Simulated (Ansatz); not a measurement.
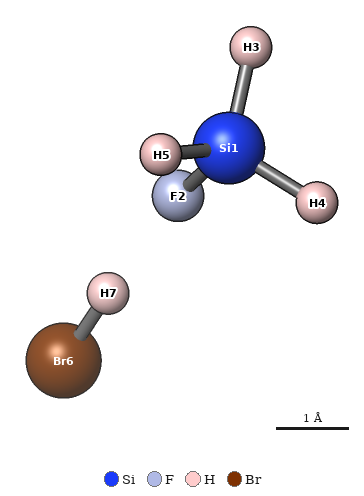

The input geometry (ball-and-stick view, seen at an oblique angle; atoms are numbered from 1 in the order of the input). Bond lengths as drawn: Br–H 1.41 Å, F–Si 1.62 Å and H–Si 1.47 Å.

**SiH4BrF: nudged elastic band**

The run: nudged elastic band of SiH4BrF. Method and program: RHF/def2-SVP (Ansatz 0.2.0).

It belongs to a series of runs on one base structure; here: band between the two ends. Figures and captions count atoms from 1; the log counts them from 0 in places.

**Input**
```yaml
crystal:
  periodic: [false, false, false]
  atoms:
    - { symbol: Si, position_ang: [0.483293, 0.0, -0.404383] }
    - { symbol: F, position_ang: [-0.549199, 0.0, 0.845681] }
    - { symbol: H, position_ang: [1.850762, 0.0, 0.141168] }
    - { symbol: H, position_ang: [0.228306, 1.214397, -1.196961] }
    - { symbol: H, position_ang: [0.228306, -1.214397, -1.196961] }
    - { symbol: Br, position_ang: [-3.53434, 0.0, 2.885755] }
    - { symbol: H, position_ang: [-2.338131, 0.0, 2.139] }
basis:
  gaussian: { orbitals: def2-SVP }
hamiltonian:
  xc: hf
neb:
  order_check: false
  images: 5
  f_tol: 0.03
  max_iterations: 60
  final_atoms:
    - { symbol: Si, position_ang: [-0.22209482, 0.0, -0.62491384] }
    - { symbol: F, position_ang: [-0.46015218, 0.0, 3.25075095] }
    - { symbol: H, position_ang: [0.73384743, 0.0, 0.49150832] }
    - { symbol: H, position_ang: [-0.09379387, 1.212437, -1.44996616] }
    - { symbol: H, position_ang: [-0.09379387, -1.212437, -1.44996616] }
    - { symbol: Br, position_ang: [-2.296466, 0.0, 0.26536273] }
    - { symbol: H, position_ang: [-1.19854968, 0.0, 2.73052315] }
  initial_path:
    images:
      - { positions_ang: [[0.483293, 0.0, -0.404383], [-0.549199, 0.0, 0.845681], [1.850762, 0.0, 0.141168], [0.228306, 1.214397, -1.196961], [0.228306, -1.214397, -1.196961], [-3.53434, 0.0, 2.885755], [-2.338131, 0.0, 2.139]] }
      - { positions_ang: [[0.33537769, 0.0, -0.25325273], [-0.41168201, 0.0, 1.22411734], [1.71877956, 0.0, -0.00926759], [-0.04818033, 1.20673133, -0.96385441], [-0.04818033, -1.20673133, -0.96385441], [-3.19014776, 0.0, 2.13838933], [-1.98696983, 0.0, 2.04102147]] }
      - { positions_ang: [[0.18746238, 0.0, -0.10212246], [-0.27416501, 0.0, 1.60255368], [1.58679713, 0.0, -0.15970318], [-0.32466666, 1.19906567, -0.73074782], [-0.32466666, -1.19906567, -0.73074782], [-2.84595553, 0.0, 1.39102366], [-1.63580866, 0.0, 1.94304294]] }
      - { positions_ang: [[0.03954708, 0.0, 0.0490078], [-0.13664802, 0.0, 1.98099002], [1.45481469, 0.0, -0.31013877], [-0.60115298, 1.1914, -0.49764123], [-0.60115298, -1.1914, -0.49764123], [-2.50176329, 0.0, 0.64365799], [-1.28464749, 0.0, 1.84506441]] }
      - { positions_ang: [[-0.04766689, 0.0, -0.17563274], [-0.24448274, 0.0, 2.40424367], [1.21449227, 0.0, -0.04292307], [-0.43203328, 1.19841233, -0.81508287], [-0.43203328, -1.19841233, -0.81508287], [-2.43333086, 0.0, 0.51755957], [-1.25594822, 0.0, 2.14021732]] }
      - { positions_ang: [[-0.13488085, 0.0, -0.40027329], [-0.35231746, 0.0, 2.82749731], [0.97416985, 0.0, 0.22429263], [-0.26291358, 1.20542467, -1.13252452], [-0.26291358, -1.20542467, -1.13252452], [-2.36489843, 0.0, 0.39146115], [-1.22724895, 0.0, 2.43537024]] }
      - { positions_ang: [[-0.22209482, 0.0, -0.62491384], [-0.46015218, 0.0, 3.25075095], [0.73384743, 0.0, 0.49150832], [-0.09379387, 1.212437, -1.44996616], [-0.09379387, -1.212437, -1.44996616], [-2.296466, 0.0, 0.26536273], [-1.19854968, 0.0, 2.73052315]] }
```

Run as:
```bash
ansatz run input.yaml --threads 1 --pin off --max-ram 2048MiB --backend cpu --events-out ev --progress --plain --runs-dir out
```

**Log**
```
Engine: ansatz 0.2.0, aarch64-unknown-linux-gnu
Functional definition: HF
  exchange = exact_x
  correlation = 0
853 factors; integrals over basis functions are off by at most 4.6e-4 eV
mean field evaluation 1: about -80617.1401 eV, gradient 2.5e1 eV
mean field evaluation 2: about -80617.1517 eV, gradient 2.5e1 eV
mean field evaluation 4: about -80618.6440 eV, gradient 2.2e0 eV
mean field evaluation 8: about -80618.6638 eV, gradient 7.2e-5 eV
mean field -80618.66382068 eV, -2962.6812501169 hartree, gradient 2.0e-5 eV, S^2 0.000000; 0 other end points of the search recorded, 0 dependent functions left out
the calculation of the forces begins
reference -80618.66382068 eV, -2962.6812501169 hartree; 31, 31 occupied and 53, 53 virtual orbitals, 853 factors
856 factors; integrals over basis functions are off by at most 1.3e-3 eV
mean field evaluation 16: about -80618.1981 eV, gradient 1.9e0 eV
mean field -80618.21608742 eV, -2962.6647962233 hartree, gradient 2.9e-5 eV, S^2 0.000000; 0 other end points of the search recorded, 0 dependent functions left out
[... from here on the field's lines of each further geometry are left out, up to the last ...]
NEB iter   1: max|band force component| = 9.986e0 eV/Å  barrier→ = 3.2341 eV  barrier← = 2.7863 eV  Δτ_max = 0.1972 Å  (235 SCF iters)
NEB iter   2: max|band force component| = 2.291e0 eV/Å  barrier→ = 2.4457 eV  barrier← = 1.9980 eV  Δτ_max = 0.2000 Å  (159 SCF iters)
NEB iter   3: max|band force component| = 1.791e0 eV/Å  barrier→ = 1.9880 eV  barrier← = 1.5402 eV  Δτ_max = 0.2000 Å  (162 SCF iters)
NEB iter   4: max|band force component| = 2.056e0 eV/Å  barrier→ = 2.0124 eV  barrier← = 1.5647 eV  Δτ_max = 0.0998 Å  (160 SCF iters)
NEB iter   5: max|band force component| = 2.081e0 eV/Å  barrier→ = 2.0072 eV  barrier← = 1.5595 eV  Δτ_max = 0.0469 Å  (155 SCF iters)
NEB iter   6: max|band force component| = 1.553e0 eV/Å  barrier→ = 1.9945 eV  barrier← = 1.5468 eV  Δτ_max = 0.1000 Å  (149 SCF iters)
NEB iter   7: max|band force component| = 7.381e-1 eV/Å  barrier→ = 1.9742 eV  barrier← = 1.5265 eV  Δτ_max = 0.0807 Å  (150 SCF iters)
NEB iter   8: max|band force component| = 1.417e0 eV/Å  barrier→ = 2.0023 eV  barrier← = 1.5546 eV  Δτ_max = 0.0401 Å  (157 SCF iters)
NEB iter   9: max|band force component| = 3.690e-1 eV/Å  barrier→ = 2.0043 eV  barrier← = 1.5566 eV  CI = image 4  Δτ_max = 0.0805 Å  (148 SCF iters)
NEB iter  10: max|band force component| = 3.078e-1 eV/Å  barrier→ = 2.0586 eV  barrier← = 1.6108 eV  CI = image 4  Δτ_max = 0.0628 Å  (158 SCF iters)
NEB iter  11: max|band force component| = 3.641e-1 eV/Å  barrier→ = 2.0743 eV  barrier← = 1.6266 eV  CI = image 4  Δτ_max = 0.0313 Å  (167 SCF iters)
NEB iter  12: max|band force component| = 2.018e-1 eV/Å  barrier→ = 2.0672 eV  barrier← = 1.6194 eV  CI = image 4  Δτ_max = 0.0187 Å  (160 SCF iters)
NEB iter  13: max|band force component| = 7.256e-2 eV/Å  barrier→ = 2.0633 eV  barrier← = 1.6155 eV  CI = image 4  Δτ_max = 0.0129 Å  (151 SCF iters)
NEB iter  14: max|band force component| = 7.021e-2 eV/Å  barrier→ = 2.0640 eV  barrier← = 1.6163 eV  CI = image 4  Δτ_max = 0.0117 Å  (136 SCF iters)
NEB iter  15: max|band force component| = 6.018e-2 eV/Å  barrier→ = 2.0640 eV  barrier← = 1.6163 eV  CI = image 4  Δτ_max = 0.0058 Å  (126 SCF iters)
the calculation of the forces begins
reference -80617.73234482 eV, -2962.6470190106 hartree; 31, 31 occupied and 53, 53 virtual orbitals, 855 factors
855 factors; integrals over basis functions are off by at most 1.4e-3 eV
mean field evaluation 704: about -80616.5783 eV, gradient 2.1e-1 eV
mean field -80616.60008279 eV, -2962.6054091485 hartree, gradient 1.7e-5 eV, S^2 0.000000; 1 other end points of the search recorded, 0 dependent functions left out
the calculation of the forces begins
reference -80616.60008279 eV, -2962.6054091485 hartree; 31, 31 occupied and 53, 53 virtual orbitals, 855 factors
NEB iter  16: max|band force component| = 2.679e-2 eV/Å  barrier→ = 2.0637 eV  barrier← = 1.6160 eV  CI = image 4  Δτ_max = 0.0000 Å  (281 SCF iters)
```

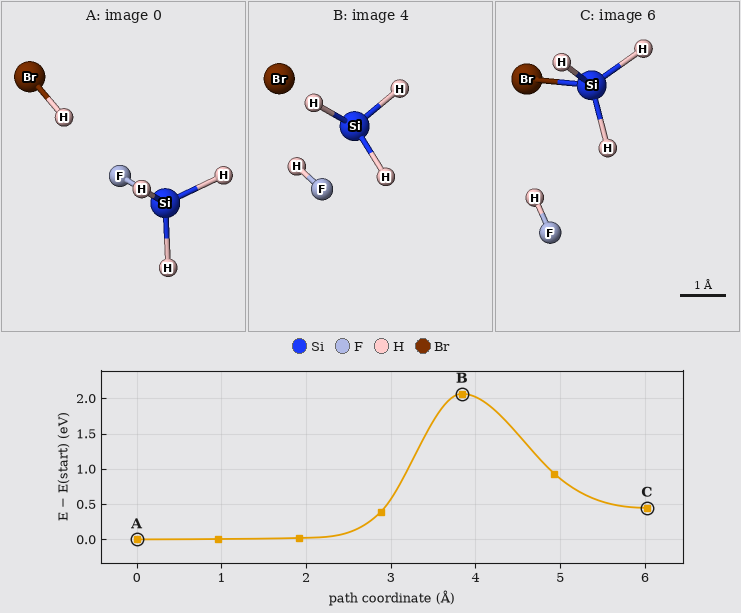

Images of the last band (counted from 0; ball-and-stick, seen at a tilt) above the energy along the path; the line is a cubic interpolation that uses the forces. The highest image is number 4, 2.064 eV above the start and 1.616 eV above the end (the climbing image); the end lies 0.448 eV above the start. The path is 6.02 Å long. The band converged in 16 iterations.

```
Total energy: -80616.60008279 eV, -2962.6054091485 hartree
Atom 0 at    -0.097140    -0.000000    -0.089122 Å, force    -0.014915    -0.000000     0.028074 eV/Å
Atom 1 at    -0.216678    -0.000000     1.884219 Å, force    -0.011086     0.000000    -0.009530 eV/Å
Atom 2 at     1.350855    -0.000000     0.200818 Å, force     0.009689    -0.000000    -0.007497 eV/Å
Atom 3 at    -0.402353     1.274455    -0.736262 Å, force     0.003690     0.000827    -0.005068 eV/Å
Atom 4 at    -0.402353    -1.274455    -0.736262 Å, force     0.003690    -0.000827    -0.005068 eV/Å
Atom 5 at    -2.693170    -0.000000     0.682609 Å, force    -0.005853     0.000000    -0.005443 eV/Å
Atom 6 at    -1.170164     0.000000     2.007299 Å, force     0.014785    -0.000000     0.004532 eV/Å
Dipole moment:     0.702880    -0.000000    -0.034520 e Å
this run last wrote the band of iteration 16 to [file]
```

**The last band as extended XYZ (Å, eV, eV/Å)**
```
7
Properties=species:S:1:pos:R:3:forces:R:3 image=0 energy=-80618.66382
Si    0.4833    0.0000   -0.4044   -0.0024   0.0000  -0.0017
F    -0.5492    0.0000    0.8457    0.0017   0.0000   0.0001
H     1.8508    0.0000    0.1412   -0.0018   0.0000   0.0020
H     0.2283    1.2144   -1.1970    0.0015  -0.0003  -0.0008
H     0.2283   -1.2144   -1.1970    0.0015   0.0003  -0.0008
Br   -3.5343    0.0000    2.8858    0.0015   0.0000   0.0006
H    -2.3381    0.0000    2.1390   -0.0019   0.0000   0.0006
7
Properties=species:S:1:pos:R:3:forces:R:3 image=1 energy=-80618.65847
Si    0.4506    0.0000   -0.2970    0.0009   0.0000  -0.0012
F    -0.1813    0.0000    1.1965   -0.0028   0.0000  -0.0022
H     1.9167    0.0000   -0.1645    0.0010   0.0000   0.0023
H    -0.0203    1.2148   -0.9828    0.0023   0.0000  -0.0024
H    -0.0203   -1.2148   -0.9828    0.0023   0.0000  -0.0024
Br   -3.5859    0.0000    2.3238   -0.0021   0.0000   0.0059
H    -2.1907    0.0000    2.1201   -0.0017   0.0000   0.0000
7
Properties=species:S:1:pos:R:3:forces:R:3 image=2 energy=-80618.64301
Si    0.3760    0.0000   -0.1538    0.0088   0.0000  -0.0042
F     0.0784    0.0000    1.4404    0.0012   0.0000  -0.0061
H     1.8372    0.0000   -0.3328    0.0094   0.0000  -0.0053
H    -0.2276    1.2157   -0.7239    0.0089  -0.0001  -0.0041
H    -0.2276   -1.2157   -0.7239    0.0089   0.0001  -0.0041
Br   -3.4009    0.0000    1.6261   -0.0212   0.0000   0.0182
H    -2.0666    0.0000    2.0812   -0.0160   0.0000   0.0056
7
Properties=species:S:1:pos:R:3:forces:R:3 image=3 energy=-80618.27689
Si    0.1684    0.0000   -0.0354    0.4194   0.0000   0.1048
F     0.0246    0.0000    1.6026    0.2365   0.0000  -0.3747
H     1.6189    0.0000   -0.1550    0.4022   0.0000  -0.3680
H    -0.4228    1.2183   -0.6200    0.0594  -0.0794   0.1719
H    -0.4228   -1.2183   -0.6200    0.0594   0.0794   0.1719
Br   -2.8943    0.0000    1.1220   -0.3049   0.0000   0.4649
H    -1.7030    0.0000    1.9192   -0.8720   0.0000  -0.1707
7
Properties=species:S:1:pos:R:3:forces:R:3 image=4 energy=-80616.60008
Si   -0.0971    0.0000   -0.0891   -0.0149   0.0000   0.0281
F    -0.2167    0.0000    1.8842   -0.0111   0.0000  -0.0095
H     1.3509    0.0000    0.2008    0.0097   0.0000  -0.0075
H    -0.4024    1.2745   -0.7363    0.0037   0.0008  -0.0051
H    -0.4024   -1.2745   -0.7363    0.0037  -0.0008  -0.0051
Br   -2.6932    0.0000    0.6826   -0.0059   0.0000  -0.0054
H    -1.1702    0.0000    2.0073    0.0148   0.0000   0.0045
7
Properties=species:S:1:pos:R:3:forces:R:3 image=5 energy=-80617.73234
Si   -0.2372    0.0000   -0.3494   -0.1789   0.0000  -0.2912
F    -0.2807    0.0000    2.5162    0.0261   0.0000   0.6302
H     0.9698    0.0000    0.4935   -0.4017   0.0000   0.1785
H    -0.2513    1.2577   -1.0985    0.0811  -0.0180  -0.3797
H    -0.2513   -1.2577   -1.0985    0.0811   0.0180  -0.3797
Br   -2.4155    0.0000    0.4403    0.2919   0.0000  -0.1102
H    -1.1647    0.0000    2.3097    0.1004   0.0000   0.3522
7
Properties=species:S:1:pos:R:3:forces:R:3 image=6 energy=-80618.21609
Si   -0.2221    0.0000   -0.6249   -0.0088   0.0000   0.0012
F    -0.4602    0.0000    3.2508   -0.0030   0.0000   0.0022
H     0.7338    0.0000    0.4915    0.0018   0.0000  -0.0036
H    -0.0938    1.2124   -1.4500   -0.0001   0.0027   0.0033
H    -0.0938   -1.2124   -1.4500   -0.0001  -0.0027   0.0033
Br   -2.2965    0.0000    0.2654    0.0062   0.0000  -0.0061
H    -1.1986    0.0000    2.7305    0.0040   0.0000  -0.0003
```

**Summary**

| quantity | value |
| --- | --- |
| outcome | converged |
| barrier, forward | 2.064 eV |
| barrier, backward | 1.616 eV |
| hardware | 1 thread of Arm Neoverse V1, 24 GiB of memory available, shared host |
| wall time | 2.1 min |
| peak memory | 0.18 GiB |

The order of the saddle point was not checked.
